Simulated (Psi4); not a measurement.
# OF2 (oxygen difluoride): CCSD/3-21G (sweep point 2)

Aim: the vertical ionisation energy of OF2 (oxygen difluoride) at CCSD/3-21G (sweep point 2), from 2 runs. The job is set up through a Python script.

Program for the calculation: Psi4 1.11.

**1. Starting point**

The species is OF2 (3 atoms), meant as a singlet with charge 0. As SMILES, `FOF`. Geometry: relaxed at GFN2-xTB.

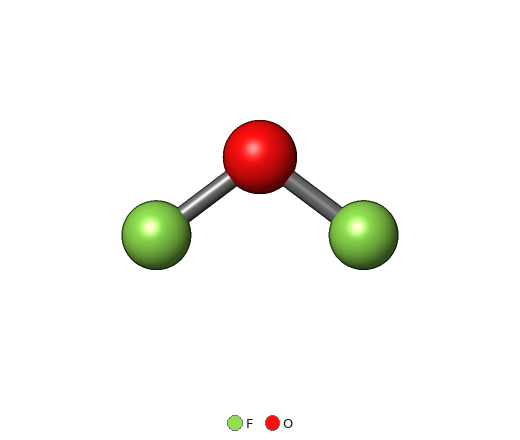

Viewed from a chosen angle; fluorine green, oxygen red.

**2. The energy at CCSD/3-21G (sweep point 2)**

Contents of calc.py:

```python
import psi4

psi4.set_memory('1600 MB')
psi4.set_num_threads(1)
psi4.core.set_output_file('output.dat', False)

molecule = psi4.geometry("""
F      0.956190    -0.330530     0.490900
O      0.000730     0.544900     0.060070
F     -0.956920    -0.214370    -0.550970
symmetry c1
""")

psi4.set_options(dict(reference='rhf', puream=True, scf_type='pk', num_frozen_docc=3))

e_tot = psi4.energy('ccsd/3-21G', molecule=molecule)
print('E =', round(e_tot, 9))
```

Run with:

```
$ python calc.py
```

output.dat:

```text
[...]
  Running in c1 symmetry.
[...]
  Nuclear repulsion =   75.433387251189458
[...]
  Multiplicity = 1
[...]
  Nalpha       = 13
  Nbeta        = 13
[...]
    Number of basis functions: 27
[...]
   @RHF iter   1:  -271.93106924734582   -7.33700e-01   1.41855e-02 ADIIS/DIIS
[...]
   @RHF iter  12:  -272.00363173628386   -2.78533e-12   7.65976e-09 DIIS
[...]
    Orbital Energies [Eh]
    ---------------------
    Doubly Occupied:
       1A    -26.271195     2A    -26.271066     3A    -20.711998
       4A     -1.773566     5A     -1.635280     6A     -1.257127
       7A     -0.820647     8A     -0.796219     9A     -0.793248
      10A     -0.712334    11A     -0.665111    12A     -0.624952
      13A     -0.557334
[...]
  @RHF Final Energy:  -272.00363173628386
   => Energetics <=
    Nuclear Repulsion Energy =             75.4333872511894583
    One-Electron Energy =                -529.0938853731148583
    Two-Electron Energy =                 181.6568663856415355
    Total Energy =                       -272.0036317362838645
[...]
 Multipole Moments:
 ------------------------------------------------------------------------------------
     Multipole            Electronic (a.u.)      Nuclear  (a.u.)        Total (a.u.)
 ------------------------------------------------------------------------------------
 L = 1.  Multiply by 2.5417464519 to convert [e a0] to [Debye]
 Dipole X            :         -0.0209777            0.0249991            0.0040214
 Dipole Y            :         -0.3942705            0.4617161            0.0674456
 Dipole Z            :         -0.0000000            0.0000000           -0.0000000
 Magnitude           :                                                    0.0675654
[...]
      * MP2 total energy                      = -272.372158938011864
[...]
      * CCSD total energy                     = -272.379207687936457
```

The script printed:

```text
E = -272.379207688
```

Wall time 4.5 s (1 thread of AMD EPYC 7R43 (Zen 3), shared host); peak memory 0.18 GiB.

**3. The doublet cation, same level**

Contents of run.py:

```python
import psi4

psi4.set_memory(1600000000)
psi4.set_num_threads(1)
psi4.core.set_output_file('f2o.out', False)

m = psi4.geometry("""
1 2
F      0.956190    -0.330530     0.490900
O      0.000730     0.544900     0.060070
F     -0.956920    -0.214370    -0.550970
symmetry c1
""")

psi4.set_options(dict(basis='3-21G', reference='uhf', puream=True, scf_type='pk', num_frozen_docc=3, maxiter=150))

e, wfn = psi4.energy('ccsd', molecule=m, return_wfn=True)
print(f'ccsd energy: {e:.10f} Eh')
```

Run with:

```
$ python run.py
```

f2o.out:

```text
[...]
  Running in c1 symmetry.
[...]
  Nuclear repulsion =   75.433387251189458
[...]
  Multiplicity = 2
[...]
  Nalpha       = 13
  Nbeta        = 12
[...]
    Number of basis functions: 27
[...]
   @UHF iter   1:  -271.27896921482272   -8.15996e-02   2.56772e-02 ADIIS/DIIS
[...]
   @UHF iter  23:  -271.53378772608869   -1.64846e-12   7.67905e-09 DIIS
[...]
   @S^2 Observed:                1.068572493E+00
[...]
    Orbital Energies [Eh]
    ---------------------
    Alpha Occupied:
       1A    -26.708028     2A    -26.707712     3A    -21.271279
       4A     -2.241842     5A     -2.028988     6A     -1.745548
       7A     -1.335547     8A     -1.261913     9A     -1.222591
      10A     -1.117388    11A     -1.072440    12A     -1.061769
      13A     -1.051803
    Alpha Virtual:
      14A     -0.236672    15A     -0.197499    16A      1.116078
      17A      1.234170    18A      1.294002    19A      1.714013
      20A      1.768649    21A      1.843949    22A      1.931873
      23A      2.023692    24A      2.093632    25A      2.219226
[...]
  @UHF Final Energy:  -271.53378772608869
   => Energetics <=
    Nuclear Repulsion Energy =             75.4333872511894583
    One-Electron Energy =                -517.8655046707974634
    Two-Electron Energy =                 170.8983296935193152
    Total Energy =                       -271.5337877260886899
  UHF NO Occupations:
  HONO-2 :   11  A 1.9269731
  HONO-1 :   12  A 1.9079584
[...]
 Multipole Moments:
 ------------------------------------------------------------------------------------
     Multipole            Electronic (a.u.)      Nuclear  (a.u.)        Total (a.u.)
 ------------------------------------------------------------------------------------
 L = 1.  Multiply by 2.5417464519 to convert [e a0] to [Debye]
 Dipole X            :         -0.0085667            0.0249991            0.0164325
 Dipole Y            :         -0.1595249            0.4617161            0.3021912
 Dipole Z            :         -0.0000000            0.0000000           -0.0000000
 Magnitude           :                                                    0.3026377
[...]
      * MP2 total energy                      = -271.868601241855288
[...]
      * CCSD total energy                     = -271.926188498694444
```

The script printed:

```text
ccsd energy: -271.9261884987 Eh
```

Run time: 6.6 s. Hardware: 1 thread of AMD EPYC 7R43 (Zen 3), shared host; peak memory 0.18 GiB.

**4. Outcome**

Level: CCSD/3-21G (sweep point 2), 3 core orbitals frozen.

```
                                                                  quantity          value
                                                 singlet OF2: total energy  -272.37921 Eh
                          singlet OF2: HOMO energy (Hartree–Fock orbitals)      -15.17 eV
                          singlet OF2: LUMO energy (Hartree–Fock orbitals)        4.74 eV
                        singlet OF2: HOMO–LUMO gap (Hartree–Fock orbitals)       19.91 eV
                  singlet OF2: correlation energy (3 core orbitals frozen)     -375.6 mEh
                                                singlet OF2: T1 diagnostic          0.013
                                              doublet cation: total energy  -271.92619 Eh
doublet cation: HOMO energy (Hartree–Fock orbitals) (highest over α and β)      -28.40 eV
 doublet cation: LUMO energy (Hartree–Fock orbitals) (lowest over α and β)       -9.92 eV
               doublet cation: correlation energy (3 core orbitals frozen)     -392.4 mEh
                         doublet cation: ⟨S²⟩ of the reference determinant          1.069
                                             doublet cation: T1 diagnostic          0.099
                        vertical ionisation energy (to the doublet cation)      12.327 eV
```

In words: The vertical ionisation energy comes to 12.33 eV (284 kcal/mol). ⟨S²⟩ (doublet cation) is 1.07 where a pure doublet has 0.75: the reference is spin-contaminated. The T1 diagnostic (doublet cation) of 0.099 is above the customary mark for such species, so a single reference may not serve.
